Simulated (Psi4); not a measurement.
Geometry relaxation of P₂ (part 2 of 2)

P₂ (diphosphorus), SMILES P#P; B3LYP/cc-pVTZ, RKS (Psi4 1.11). The geometry comes from this level: MMFF94 from SMILES.

Geometry of the input (Å):
```
P  0.9350  0.0000  0.0000
P  -0.9350  -0.0000  0.0000
```

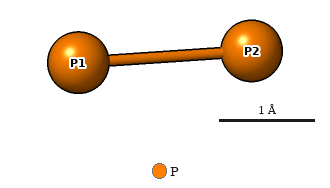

**Figure 1.** The geometry at step 1 of the log (ball-and-stick view, seen at a tilt; atoms are numbered from 1 in the order of the input).

**The program's output, continued**
```
    Blocking Scheme        =         OCTREE
    BS radius alpha        =              1
    Pruning alpha          =              1
    Radial Points          =             75
    Spherical Points       =            302
    Total Points           =          41394
    Total Blocks           =            380
    Max Points             =            255
    Max Functions          =             68
    Weights Tolerance      =       1.00E-15

   => Loading Basis Set <=

    Name: CC-PVTZ
    Role: ORBITAL
    Keyword: BASIS

  Reading orbitals from file scr/run.default.8180.180.npy, no projection.

  ==> MemDFJK: Density-Fitted J/K Matrices <==

    J tasked:                   Yes
    K tasked:                   Yes
    wK tasked:                   No
    Memory [MiB]:              1062
    Algorithm:                 Core
    Schwarz Cutoff:           1E-12
    Mask sparsity (%):       0.0000
    Fitting Condition:        1E-10

   => Auxiliary Basis Set <=

  Basis Set: (CC-PVTZ AUX)
    Blend: CC-PVTZ-JKFIT
    Number of shells: 74
    Number of basis functions: 242
    Number of Cartesian functions: 290
    Spherical Harmonics?: true
    Max angular momentum: 4

  Cached 100.0% of DFT collocation blocks in 0.080 [GiB].

  Minimum eigenvalue in the overlap matrix is 3.1116672171E-03.
  Reciprocal condition number of the overlap matrix is 9.1597618726E-04.
    Using symmetric orthogonalization.

  ==> Pre-Iterations <==

  SCF Guess: Orbitals guess was supplied from a previous computation.

   -------------------------------------------------------
    Irrep   Nso     Nmo     Nalpha   Nbeta   Ndocc  Nsocc
   -------------------------------------------------------
     Ag        15      15       5       5       5       0
     B1g        8       8       1       1       1       0
     B2g        8       8       1       1       1       0
     B3g        3       3       0       0       0       0
     Au         3       3       0       0       0       0
     B1u        8       8       2       2       2       0
     B2u        8       8       2       2       2       0
     B3u       15      15       4       4       4       0
   -------------------------------------------------------
    Total      68      68      15      15      15       0
   -------------------------------------------------------

  ==> Iterations <==

                           Total Energy        Delta E     RMS |[F,P]|

   @DF-RKS iter   0:  -682.74582497759934   -6.82746e+02   1.94064e-03
   @DF-RKS iter   1:  -682.75314353443832   -7.31856e-03   2.22648e-04 DIIS/ADIIS
   @DF-RKS iter   2:  -682.75314954750729   -6.01307e-06   2.19748e-04 DIIS/ADIIS
   @DF-RKS iter   3:  -682.75317465013097   -2.51026e-05   9.80533e-06 DIIS
   @DF-RKS iter   4:  -682.75317467321315   -2.30822e-08   1.10302e-06 DIIS
   @DF-RKS iter   5:  -682.75317467372565   -5.12500e-10   1.48701e-07 DIIS
   @DF-RKS iter   6:  -682.75317467373259   -6.93490e-12   1.88224e-08 DIIS
   @DF-RKS iter   7:  -682.75317467373247    1.13687e-13   1.46433e-09 DIIS
  Energy and wave function converged.

  ==> Post-Iterations <==

   Electrons on quadrature grid:
      Ntotal   =   30.0000025730 ; deviation = 2.573e-06

    Final Occupation by Irrep:
             Ag   B1g   B2g   B3g    Au   B1u   B2u   B3u
    DOCC [     5,    1,    1,    0,    0,    2,    2,    4 ]
    NA   [     5,    1,    1,    0,    0,    2,    2,    4 ]
    NB   [     5,    1,    1,    0,    0,    2,    2,    4 ]

  @DF-RKS Final Energy:  -682.75317467373247

   => Energetics <=

    Nuclear Repulsion Energy =             63.0488081341167259
    One-Electron Energy =               -1069.3833353066661402
    Two-Electron Energy =                 360.9865326436583928
    DFT Exchange-Correlation Energy =     -37.4051801448414878
    Empirical Dispersion Energy =           0.0000000000000000
    VV10 Nonlocal Energy =                  0.0000000000000000
    Total Energy =                       -682.7531746737324738

Computation Completed

Properties will be evaluated at   0.000000,   0.000000,   0.000000 [a0]

Properties computed using the SCF density matrix

 Multipole Moments:

 ------------------------------------------------------------------------------------
     Multipole            Electronic (a.u.)      Nuclear  (a.u.)        Total (a.u.)
 ------------------------------------------------------------------------------------

 L = 1.  Multiply by 2.5417464519 to convert [e a0] to [Debye]
 Dipole X            :          0.0000000            0.0000000            0.0000000
 Dipole Y            :          0.0000000            0.0000000            0.0000000
 Dipole Z            :          0.0000000            0.0000000            0.0000000
 Magnitude           :                                                    0.0000000

 ------------------------------------------------------------------------------------

	total time  =          1 seconds =       0.02 minutes

         ------------------------------------------------------------
                                   SCF GRAD
         ------------------------------------------------------------

  ==> Geometry <==

    Molecular point group: d2h
    Full point group: D_inf_h

    Geometry (in Angstrom), charge = 0, multiplicity = 1:

       Center              X                  Y                   Z               Mass
    ------------   -----------------  -----------------  -----------------  -----------------
         P            0.944227781019     0.000000000000     0.000000000000    30.973761998420
         P           -0.944227781019    -0.000000000000     0.000000000000    30.973761998420

  Nuclear repulsion =   63.048808134116726

   => Molecular Quadrature <=

    Radial Scheme          =       TREUTLER
    Pruning Scheme         =           NONE
    Nuclear Scheme         =       TREUTLER

    Blocking Scheme        =         OCTREE
    BS radius alpha        =              1
    Pruning alpha          =              1
    Radial Points          =             75
    Spherical Points       =            302
    Total Points           =          41394
    Total Blocks           =            380
    Max Points             =            255
    Max Functions          =             68
    Weights Tolerance      =       1.00E-15

  -Total Gradient:
     Atom            X                  Y                   Z
    ------   -----------------  -----------------  -----------------
       1       -0.004920842907    -0.000000000000     0.000000000000
       2        0.004920842907     0.000000000000     0.000000000000

	total time  =          0 seconds =       0.00 minutes

    			-----------------------------------------

    			 OPTKING 3.0: for geometry optimizations

    			        with contributions from

    			-----------------------------------------

	                            ===> Fragment 1 <==

	 Z (Atomic Numbers)          Masses                          Geom
	      15.000000            30.973762          1.78433191  0.00000000  0.00000000
	      15.000000            30.973762         -1.78433191 -0.00000000  0.00000000

	 - Coordinate -           - BOHR/RAD -       - ANG/DEG -
	 R(1,2)           =         3.568664           1.888456

	        --- Internal Coordinate Step in ANG or DEG, aJ/ANG or AJ/DEG ---
	-------------------------------------------------------------------------------
	           Coordinate      Previous         Force          Change          New
	           ----------      --------        ------          ------        ------
	               R(1,2)       1.88846        0.04054        0.00634       1.89480
	-------------------------------------------------------------------------------

	                                 ==> Convergence Check <==

	Measures of convergence in internal coordinates in au.

	Criteria marked as inactive (o), active & met (*), and active & unmet ( ).

	----------------------------------------------------------------------------------------------
	   Step    Total Energy     Delta E     Max Force     RMS Force      Max Disp      RMS Disp
	----------------------------------------------------------------------------------------------
	  Convergence Criteria     1.00e-06 *    3.00e-04 *             o    1.20e-03 *             o
	----------------------------------------------------------------------------------------------
	     2    -682.75317467   -4.19e-04      4.92e-03      4.92e-03 o    1.20e-02      1.20e-02 o  ~
	----------------------------------------------------------------------------------------------

Next Geometry in Ang
	Fragment 1 (Ang)

	    P   0.9474002117   0.0000000000   0.0000000000
	    P  -0.9474002117  -0.0000000000   0.0000000000

    Structure for next step:
    Molecular point group: d2h
    Full point group: D_inf_h

    Geometry (in Angstrom), charge = 0, multiplicity = 1:

    P            0.947400211651     0.000000000000     0.000000000000
    P           -0.947400211651    -0.000000000000     0.000000000000

gradient() will perform analytic gradient computation.

  ==> Geometry <==

    Molecular point group: d2h
    Full point group: D_inf_h

    Geometry (in Angstrom), charge = 0, multiplicity = 1:

       Center              X                  Y                   Z               Mass
    ------------   -----------------  -----------------  -----------------  -----------------
         P            0.947400211651     0.000000000000     0.000000000000    30.973761998420
         P           -0.947400211651    -0.000000000000     0.000000000000    30.973761998420

  Running in d2h symmetry.

  Rotational constants: A = ************  B =      0.30318  C =      0.30318 [cm^-1]
  Rotational constants: A = ************  B =   9089.21323  C =   9089.21323 [MHz]
  Nuclear repulsion =   62.837685139016031

  Charge       = 0
  Multiplicity = 1
  Electrons    = 30
  Nalpha       = 15
  Nbeta        = 15

   => Molecular Quadrature <=

    Radial Scheme          =       TREUTLER
    Pruning Scheme         =           NONE
    Nuclear Scheme         =       TREUTLER

    Blocking Scheme        =         OCTREE
    BS radius alpha        =              1
    Pruning alpha          =              1
    Radial Points          =             75
    Spherical Points       =            302
    Total Points           =          41394
    Total Blocks           =            380
    Max Points             =            254
    Max Functions          =             68
    Weights Tolerance      =       1.00E-15

   => Auxiliary Basis Set <=

  Basis Set: (CC-PVTZ AUX)
    Blend: CC-PVTZ-JKFIT
    Number of shells: 74
    Number of basis functions: 242
    Number of Cartesian functions: 290
    Spherical Harmonics?: true
    Max angular momentum: 4

  Cached 100.0% of DFT collocation blocks in 0.080 [GiB].

  Minimum eigenvalue in the overlap matrix is 3.1572368532E-03.
  Reciprocal condition number of the overlap matrix is 9.3113388624E-04.
    Using symmetric orthogonalization.

  ==> Iterations <==

                           Total Energy        Delta E     RMS |[F,P]|

   @DF-RKS iter   0:  -682.75064809227649   -6.82751e+02   6.51943e-04
   @DF-RKS iter   1:  -682.75320205560456   -2.55396e-03   7.72311e-05 DIIS
   @DF-RKS iter   2:  -682.75320276954506   -7.13940e-07   7.64196e-05 DIIS
   @DF-RKS iter   3:  -682.75320580550181   -3.03596e-06   3.32947e-06 DIIS
   @DF-RKS iter   4:  -682.75320580844220   -2.94040e-09   3.60133e-07 DIIS
   @DF-RKS iter   5:  -682.75320580849757   -5.53655e-11   4.68774e-08 DIIS
   @DF-RKS iter   6:  -682.75320580849836   -7.95808e-13   6.40885e-09 DIIS
  Energy and wave function converged.

  ==> Post-Iterations <==

   Electrons on quadrature grid:
      Ntotal   =   30.0000026506 ; deviation = 2.651e-06

    Orbital Energies [Eh]
    ---------------------

    Doubly Occupied:

       1B3u  -77.111292     1Ag   -77.111281     2Ag    -6.574841
       2B3u   -6.574351     1B1u   -4.736510     1B2u   -4.736510
       1B2g   -4.736306     1B1g   -4.736306     3Ag    -4.733256
       3B3u   -4.731096     4Ag    -0.683374     4B3u   -0.466111
       5Ag    -0.297009     2B1u   -0.286752     2B2u   -0.286752

    Virtual:

       2B2g   -0.099526     2B1g   -0.099526     5B3u    0.055792
       6Ag     0.155441     3B1u    0.200154     3B2u    0.200154
       7Ag     0.223152     1B3g    0.223153     8Ag     0.242960
       6B3u    0.247570     4B1u    0.300348     4B2u    0.300348
       3B2g    0.317680     3B1g    0.317680     7B3u    0.370735
       1Au     0.370735     8B3u    0.469537     9Ag     0.587110
       4B2g    0.588833     4B1g    0.588833     9B3u    0.864091
      10Ag     1.102284     5B2u    1.102949     5B1u    1.102949
      11Ag     1.180695     2B3g    1.180695     3B3g    1.231472
      12Ag     1.231474     6B2u    1.271343     6B1u    1.271343
       2Au     1.283567    10B3u    1.283568     5B2g    1.385584
       5B1g    1.385584     6B1g    1.400241     6B2g    1.400241
      11B3u    1.446276     7B2u    1.553077     7B1u    1.553077
      13Ag     1.626352     3Au     1.670166    12B3u    1.670166
       7B2g    1.779939     7B1g    1.779939    13B3u    1.843705
       8B1u    1.859446     8B2u    1.859446     8B2g    2.303950
       8B1g    2.303950    14B3u    2.381999    14Ag     2.493321
      15Ag     2.701293    15B3u    4.261270

    Final Occupation by Irrep:
             Ag   B1g   B2g   B3g    Au   B1u   B2u   B3u
    DOCC [     5,    1,    1,    0,    0,    2,    2,    4 ]
    NA   [     5,    1,    1,    0,    0,    2,    2,    4 ]
    NB   [     5,    1,    1,    0,    0,    2,    2,    4 ]

  @DF-RKS Final Energy:  -682.75320580849836

   => Energetics <=

    Nuclear Repulsion Energy =             62.8376851390160311
    One-Electron Energy =               -1068.9537202140854788
    Two-Electron Energy =                 360.7652388686600489
    DFT Exchange-Correlation Energy =     -37.4024096020888308
    Empirical Dispersion Energy =           0.0000000000000000
    VV10 Nonlocal Energy =                  0.0000000000000000
    Total Energy =                       -682.7532058084982509

Computation Completed

Properties will be evaluated at   0.000000,   0.000000,   0.000000 [a0]

Properties computed using the SCF density matrix

 Multipole Moments:

 ------------------------------------------------------------------------------------
     Multipole            Electronic (a.u.)      Nuclear  (a.u.)        Total (a.u.)
 ------------------------------------------------------------------------------------

 L = 1.  Multiply by 2.5417464519 to convert [e a0] to [Debye]
 Dipole X            :          0.0000000            0.0000000            0.0000000
 Dipole Y            :          0.0000000            0.0000000            0.0000000
 Dipole Z            :          0.0000000            0.0000000            0.0000000
 Magnitude           :                                                    0.0000000

 ------------------------------------------------------------------------------------

	total time  =          1 seconds =       0.02 minutes

         ------------------------------------------------------------
                                   SCF GRAD
         ------------------------------------------------------------

  ==> Geometry <==

    Molecular point group: d2h
    Full point group: D_inf_h

    Geometry (in Angstrom), charge = 0, multiplicity = 1:

       Center              X                  Y                   Z               Mass
    ------------   -----------------  -----------------  -----------------  -----------------
         P            0.947400211651     0.000000000000     0.000000000000    30.973761998420
         P           -0.947400211651    -0.000000000000     0.000000000000    30.973761998420

  Nuclear repulsion =   62.837685139016031

   => Molecular Quadrature <=

    Radial Scheme          =       TREUTLER
    Pruning Scheme         =           NONE
    Nuclear Scheme         =       TREUTLER

    Blocking Scheme        =         OCTREE
    BS radius alpha        =              1
    Pruning alpha          =              1
    Radial Points          =             75
    Spherical Points       =            302
    Total Points           =          41394
    Total Blocks           =            380
    Max Points             =            254
    Max Functions          =             68
    Weights Tolerance      =       1.00E-15

  -Total Gradient:
     Atom            X                  Y                   Z
    ------   -----------------  -----------------  -----------------
       1       -0.000274251170    -0.000000000000    -0.000000000000
       2        0.000274251170     0.000000000000    -0.000000000000

	total time  =          0 seconds =       0.00 minutes

    			-----------------------------------------

    			 OPTKING 3.0: for geometry optimizations

    			        with contributions from

    			-----------------------------------------

	                            ===> Fragment 1 <==

	 Z (Atomic Numbers)          Masses                          Geom
	      15.000000            30.973762          1.79032693  0.00000000  0.00000000
	      15.000000            30.973762         -1.79032693 -0.00000000  0.00000000

	 - Coordinate -           - BOHR/RAD -       - ANG/DEG -
	 R(1,2)           =         3.580654           1.894800

	        --- Internal Coordinate Step in ANG or DEG, aJ/ANG or AJ/DEG ---
	-------------------------------------------------------------------------------
	           Coordinate      Previous         Force          Change          New
	           ----------      --------        ------          ------        ------
	               R(1,2)       1.89480        0.00226        0.00036       1.89516
	-------------------------------------------------------------------------------

	                                 ==> Convergence Check <==

	Measures of convergence in internal coordinates in au.

	Criteria marked as inactive (o), active & met (*), and active & unmet ( ).

	----------------------------------------------------------------------------------------------
	   Step    Total Energy     Delta E     Max Force     RMS Force      Max Disp      RMS Disp
	----------------------------------------------------------------------------------------------
	  Convergence Criteria     1.00e-06 *    3.00e-04 *             o    1.20e-03 *             o
	----------------------------------------------------------------------------------------------
	     3    -682.75320581   -3.11e-05      2.74e-04 *    2.74e-04 o    6.78e-04 *    6.78e-04 o  ~
	----------------------------------------------------------------------------------------------

Next Geometry in Ang
	Fragment 1 (Ang)

	    P   0.9475795943   0.0000000000   0.0000000000
	    P  -0.9475795943  -0.0000000000   0.0000000000

    Final optimized geometry and variables:
    Molecular point group: d2h
    Full point group: D_inf_h

    Geometry (in Angstrom), charge = 0, multiplicity = 1:

    P            0.947400211651     0.000000000000     0.000000000000
    P           -0.947400211651    -0.000000000000     0.000000000000

[set-up sections that repeat, and orbital energies of the middle runs, are left out above]
```

**Standard output**
```
[20:07:59] UFFTYPER: Warning: hybridization set to SP3 for atom 0
[20:07:59] UFFTYPER: Warning: hybridization set to SP3 for atom 1
Some dependencies such as QCElemental have not yet finished migration to pydantic v2. If issues are encountered please downgrade pydantic or upgrade QCElemental as appropriate
Optimizer: Optimization complete!
total energy -682.75320581 hartree = -18578.66103 eV
2
0 1 P2
P                     0.947400211651     0.000000000000     0.000000000000
P                    -0.947400211651     0.000000000000     0.000000000000
```

**Trajectory as extended XYZ (Å, eV, eV/Å), 3 frames, from step=0 to step=2**
```
2
Properties=species:S:1:pos:R:3:forces:R:3 step=0 energy=-18578.64895
P     0.9350    0.0000    0.0000    0.9897   0.0000   0.0000
P    -0.9350    0.0000    0.0000   -0.9897   0.0000   0.0000
2
Properties=species:S:1:pos:R:3:forces:R:3 step=1 energy=-18578.66035
P     0.9442    0.0000    0.0000    0.2530   0.0000   0.0000
P    -0.9442    0.0000    0.0000   -0.2530   0.0000   0.0000
2
Properties=species:S:1:pos:R:3:forces:R:3 step=2 energy=-18578.66119
P     0.9474    0.0000    0.0000    0.0141   0.0000   0.0000
P    -0.9474    0.0000    0.0000   -0.0141   0.0000   0.0000
```

**Key numbers**

- outcome: converged
- total energy: −682.753206 hartree
- HOMO: −7.80 eV
- LUMO: −2.71 eV
- dipole moment: 0.00 D
- hardware: 1 thread of AMD EPYC (Zen 5), 16 GiB of memory available, shared host
- wall time: 5.4 s
- peak memory: 0.49 GiB
